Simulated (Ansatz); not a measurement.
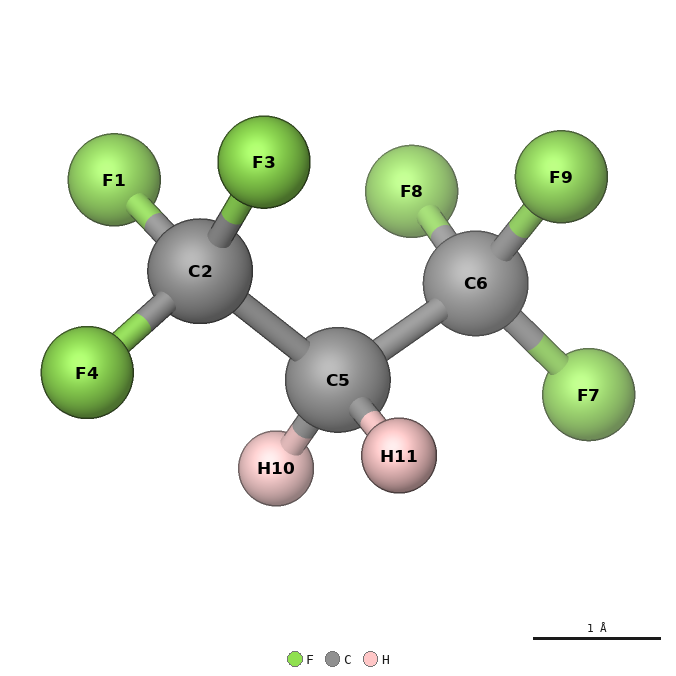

Orthographic view. Distant atoms are faded towards the background colour. Computed geometry: PBE-D4/def2-SVP optimisation. No frequency run is at hand to confirm it as a minimum.

Give the geometry as a Z-matrix, atoms in numerical order, with these reference atoms: 2 to 1; 3 to 2, 1; 4 to 2, 3, 1; 5 to 2, 3, 1; 6 to 5, 2, 3; 7 to 6, 5, 2; 8 to 6, 7, 5; 9 to 6, 8, 7; 10 to 5, 6, 9; 11 to 5, 10, 2.

```
F  
C    1   1.349
F    2   1.349   1   107.8
F    2   1.354   3   107.7   1  -116.0
C    2   1.522   3   112.0   1   123.6
C    5   1.522   2   115.7   3   -60.2
F    6   1.354   5   109.6   2  -179.6
F    6   1.349   7   107.7   5  -121.9
F    6   1.349   8   107.9   7   116.0
H    5   1.106   6   108.4   9  -177.8
H    5   1.106  10   108.2   2   116.9
```
